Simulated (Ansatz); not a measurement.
## Geometry relaxation of Ge6H8 (part 2 of 2)

The same run, continued: Ge6H8 (14 atoms in the cell); DFT, PBEsol, PAW, plane waves (Ansatz 0.2.0); cutoff 420 eV, 1×1×8 k-mesh, Fermi–Dirac smearing of 0.01 eV. 

Geometry of the input (Å; fractional positions):
```
13.7179  -13.7179  0.0000
0.0000  0.0000  19.4000
-2.8378  -2.8378  0.0000
Ge 0.4999  0.5727  0.4993
Ge 0.5016  0.5003  0.9998
Ge 0.6037  0.3531  0.4971
Ge 0.6035  0.4275  0.9970
Ge 0.3970  0.3518  0.4941
Ge 0.3954  0.4263  0.0047
H  0.4326  0.6208  0.5055
H  0.5661  0.6205  0.5023
H  0.5363  0.3063  0.5067
H  0.6703  0.3071  0.5001
H  0.6718  0.4749  0.0083
H  0.3300  0.3081  0.5006
H  0.4642  0.3048  0.5070
H  0.3311  0.4747  0.0050
```

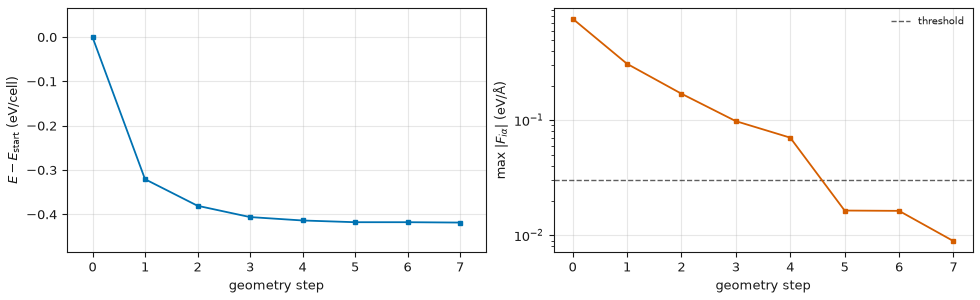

**Figure 1.** Progress of the relaxation, step by step (the first geometry is step 0 here and step 1 in the log).

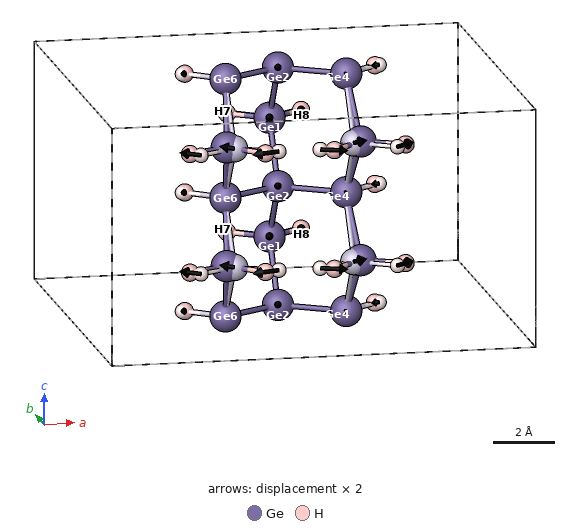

**Figure 2.** Start (faint) and end (solid) with the displacements as black arrows, magnified 2 times (ball-and-stick view of the 2 repeat of the cell, with the vacuum cut short, seen slightly off an axis). After 7 geometry steps the energy has fallen by 0.418 eV per cell of the calculation. The largest force component goes from 0.76 to 0.0089 eV/Å. The largest moves, 0.47 Å, are those of H9 and H13. By element the largest moves are H 0.47 Å, Ge 0.27 Å. The cell doesn't change. Distances before and after: Ge2–Ge6 2.512 → 2.425 Å, Ge5–Ge6 2.508 → 2.421 Å, Ge4–H11 1.614 → 1.548 Å, Ge1–H7 1.605 → 1.544 Å. Among the angles that change: Ge5–Ge6–H14 111.4° → 107.0°, H12–Ge5–H13 111.8° → 107.7°, Ge4–Ge2–Ge6 109.6° → 113.7°. (Atoms are counted from 1 in the order of the input.)

```
SCF converged after 7 iterations
Free energy (F): -25644.212281 eV
Harris-Foulkes:  -25644.212281 eV  (|F-HF|=1.79e-8)
Internal energy: -25644.212281 eV  (E = F + TS)
E sigma→0 (E₀):  -25644.212281 eV
Fermi energy:    -2.797566 eV
--- Per-component energies (eV) ---
  E_band       = -1923.706580
  E_kinetic    = 771.634665
  E_local      = -60159.647125  (includes V_loc(G=0)·N_el)
  E_nonlocal   = 2540.120803
  E_hartree    = 28647.929306
  E_xc         = -515.631912
  E_vxc        = -473.865925  (∫ρ·V_xc dr)
  E_paw        = -11885.635695  (= ΣΔE_a)
  E_vpaw       = -1897.788685  (= ΣTr[D̂ρ^β])
  E_aug_tail   = -0.008005  (compensation charges beyond the density's cutoff)
  E_ewald      = 14951.518066
  E_core_change = 5.507617  (= ΣΔE_core)
  E_smearing   = -0.000000  (= −TS)
  E_closure    = 0.000000  (closes the sum)
  Σ components = -25644.212281   (vs F -25644.212281, Δ=0.00e0)
--- Forces (eV/Å), atoms counted from 1 ---
  atom   1  Ge    -0.00035952    -0.00005222     0.00168423
  atom   2  Ge     0.00073069    -0.00163647     0.00890442
  atom   3  Ge    -0.00309713     0.00309190    -0.00782695
  atom   4  Ge     0.00262703    -0.00300527    -0.00602866
  atom   5  Ge     0.00487932    -0.00286011    -0.00607287
  atom   6  Ge    -0.00762243     0.00514112    -0.00426116
  atom   7  H     -0.00092345     0.00137239    -0.00160065
  atom   8  H      0.00172649    -0.00035762    -0.00286690
  atom   9  H      0.00496381    -0.00510366     0.00186887
  atom  10  H     -0.00170900     0.00202432     0.00499036
  atom  11  H      0.00261807    -0.00210399     0.00306851
  atom  12  H      0.00264326    -0.00347581     0.00409355
  atom  13  H     -0.00494819     0.00332935     0.00001153
  atom  14  H     -0.00152821     0.00363627     0.00410088
  max |Σ_I F_I| component: 6.52e-5 eV/Å
--- Band table (eV; the first three rows and the last of 5) ---
  k-point 0: bands = ["-27.6722", "-27.6715", "-27.6680", "-27.6631", "-27.6486", "-27.6105", "-27.5860", "-27.5694", "-27.5618", "-27.5502", "-27.5456", "-27.5355", "-27.5190", "-27.5174", "-27.5086", "-27.5004", "-27.4927", "-27.4432", "-27.4405", "-27.4238", "-27.4091", "-27.4081", "-27.4006", "-27.3942", "-27.3901", "-27.3667", "-27.3617", "-27.3606", "-27.3448", "-27.3428", "-14.8342", "-14.1135", "-13.6165", "-11.1567", "-10.6848", "-9.4906", "-7.7670", "-7.5147", "-7.3440", "-6.4965", "-5.9551", "-5.1882", "-5.0993", "-4.9697", "-4.4402", "-3.9439", "-1.6512", "-1.5239", "-1.5181", "-0.1989", "0.3257", "0.4202", "0.5144", "0.7042", "1.0082", "1.1689", "1.1818", "1.3317", "1.3886", "1.5248"]
  k-point 1: bands = ["-27.6846", "-27.6779", "-27.6632", "-27.6626", "-27.6526", "-27.6090", "-27.5877", "-27.5716", "-27.5546", "-27.5375", "-27.5364", "-27.5323", "-27.5235", "-27.5197", "-27.5031", "-27.4970", "-27.4898", "-27.4445", "-27.4416", "-27.4264", "-27.4154", "-27.4071", "-27.4058", "-27.3986", "-27.3973", "-27.3742", "-27.3599", "-27.3579", "-27.3380", "-27.3342", "-14.7117", "-13.9897", "-13.5001", "-11.2328", "-10.7430", "-9.5225", "-7.7461", "-7.4586", "-7.2951", "-6.5367", "-5.9868", "-5.9273", "-5.2666", "-5.1707", "-4.8655", "-4.7867", "-0.6650", "-0.5423", "-0.5374", "-0.1473", "0.1199", "0.4554", "0.5222", "0.7859", "0.8506", "1.2249", "1.3016", "1.3946", "1.4925", "1.4989"]
  k-point 2: bands = ["-27.6956", "-27.6866", "-27.6639", "-27.6618", "-27.6572", "-27.6135", "-27.5973", "-27.5724", "-27.5487", "-27.5398", "-27.5306", "-27.5283", "-27.5069", "-27.4992", "-27.4973", "-27.4877", "-27.4763", "-27.4458", "-27.4426", "-27.4327", "-27.4231", "-27.4166", "-27.4122", "-27.4062", "-27.4039", "-27.3788", "-27.3585", "-27.3569", "-27.3308", "-27.3259", "-14.3527", "-13.6250", "-13.1680", "-11.5301", "-10.9936", "-9.7214", "-7.6902", "-7.3349", "-7.1511", "-6.8739", "-6.6600", "-6.1970", "-6.0860", "-5.7045", "-5.3376", "-5.0973", "-0.5432", "-0.3059", "-0.1729", "0.3191", "0.4808", "0.5640", "0.8874", "1.1808", "1.4142", "1.5057", "1.6362", "1.7049", "1.9336", "1.9501"]
  k-point 4: bands = ["-27.6970", "-27.6905", "-27.6686", "-27.6615", "-27.6434", "-27.6355", "-27.6202", "-27.5743", "-27.5723", "-27.5461", "-27.5350", "-27.5206", "-27.5019", "-27.4732", "-27.4697", "-27.4480", "-27.4467", "-27.4405", "-27.4389", "-27.4385", "-27.4372", "-27.4354", "-27.4267", "-27.3947", "-27.3870", "-27.3840", "-27.3718", "-27.3685", "-27.3302", "-27.3289", "-13.3211", "-12.6274", "-12.4169", "-12.4074", "-12.1881", "-10.5350", "-7.4217", "-7.3381", "-7.1288", "-7.0924", "-6.8096", "-6.7003", "-6.5125", "-6.1147", "-5.6986", "-5.5934", "-0.7869", "-0.5044", "-0.2772", "-0.1204", "0.1600", "0.2000", "1.4685", "1.4861", "1.5044", "1.6479", "2.0701", "2.3120", "2.3969", "2.6489"]
--- Relaxed structure (8 steps of the walk, 8 accepted, 0 SCFs on fresh bases) ---
  F+E_penalty+E_count = -25644.21228059 eV   max|allowed force component| = 8.900e-3 eV/Å
  atoms:
    - { symbol: Ge, position: [0.5000707066979911, 0.5651218909467487, 0.5019280015333372] }
    - { symbol: Ge, position: [0.5003806242858925, 0.4942544079841983, 1.0019086815831613] }
    - { symbol: Ge, position: [0.6164327733897934, 0.35720163707590363, 0.5019801173502929] }
    - { symbol: Ge, position: [0.6052073288274074, 0.4261488853150086, 1.0019769062623056] }
    - { symbol: Ge, position: [0.38429353531693244, 0.3568062577551603, 0.501877567679237] }
    - { symbol: Ge, position: [0.39584395757895174, 0.4257030559488293, 0.001878462309316875] }
    - { symbol: H, position: [0.4355800619050539, 0.6118010353453663, 0.5020229034473175] }
    - { symbol: H, position: [0.5640379837103477, 0.6125188866665783, 0.5021222279598785] }
    - { symbol: H, position: [0.5599641878582124, 0.30130125188337, 0.5019878196179184] }
    - { symbol: H, position: [0.6869357907863881, 0.320256490370496, 0.5020177352674533] }
    - { symbol: H, position: [0.6652153482832499, 0.4787336334947523, 0.0020524041356733136] }
    - { symbol: H, position: [0.3134667506433341, 0.32047519989296047, 0.5017745556602955] }
    - { symbol: H, position: [0.44029787245311497, 0.30045683503186843, 0.5017440430188145] }
    - { symbol: H, position: [0.33576507826333, 0.4782175322887594, 0.0021295741749992603] }
--- Löwdin populations: 14 sites ---
  site symbol       q [e]
     0     Ge     13.8581
     1     Ge     13.9945
     2     Ge     13.8592
     3     Ge     13.9406
     4     Ge     13.8590
     5     Ge     13.9412
     6      H      1.0161
     7      H      1.0161
     8      H      1.0268
     9      H      1.0127
    10      H      1.0140
    11      H      1.0127
    12      H      1.0267
    13      H      1.0142
  spilling = 0.004438 (of n_electrons = 92.000000)
```
